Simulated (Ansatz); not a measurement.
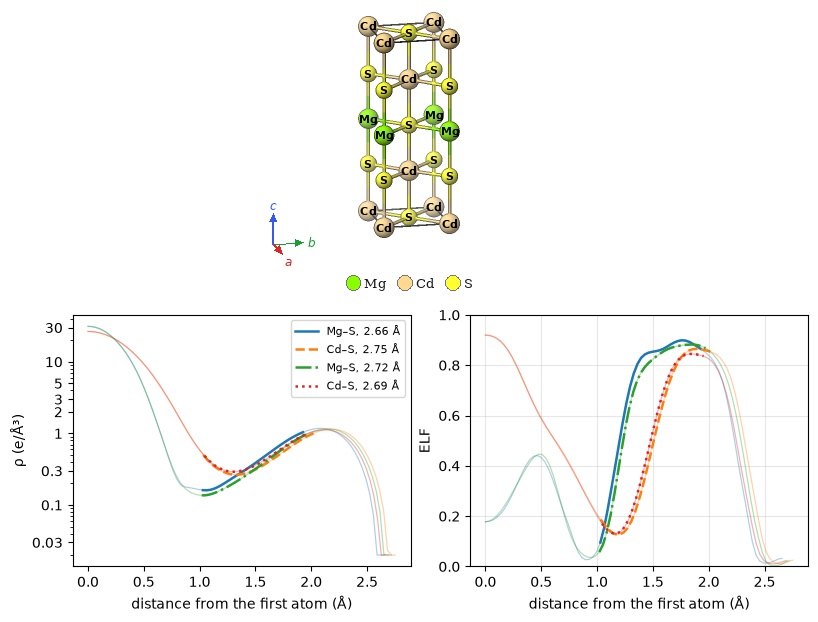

Figure 1: MgCd$_{3}$S$_{4}$. Valence electron density and electron localisation function along straight lines between neighbouring atoms. Thin, pale parts lie inside the atomic spheres. The structure is drawn too.

Space group P4/mmm; a structure generated by program, which may or may not match a known phase.

Method: DFT PBE, scalar-relativistic, plane waves, PAW in Ansatz 0.2.0.

Core electrons are frozen (PAW), and the valence fields are smoothed inside the atomic spheres.

> Compare the contacts.

Mg–S (2.66 Å): ρ at the midpoint is about 0.26 e/Å³, with its minimum of 0.16 e/Å³ about 1.1 Å from Mg; the ELF peaks at about 0.90 in the valence shell of S, 0.9 Å from its nucleus, and falls to about 0 next to Mg; a closed-shell, largely ionic contact.
Cd–S (2.75 Å): ρ at the midpoint is about 0.27 e/Å³; the ELF peaks at about 0.85 in the valence shell of S, 0.9 Å from its nucleus, and drops to about 0.15 between the two atoms.
Mg–S (2.72 Å): ρ is about 0.23 e/Å³ halfway; the ELF peaks at about 0.90 in the valence shell of S, 0.9 Å from its nucleus, and falls to about 0.05 next to Mg: a closed-shell, largely ionic contact.
Cd–S (2.69 Å): ρ at the midpoint is about 0.3 e/Å³; the ELF peaks at about 0.85 in the valence shell of S, 0.8 Å from its nucleus, and drops to about 0.15 between the two atoms.
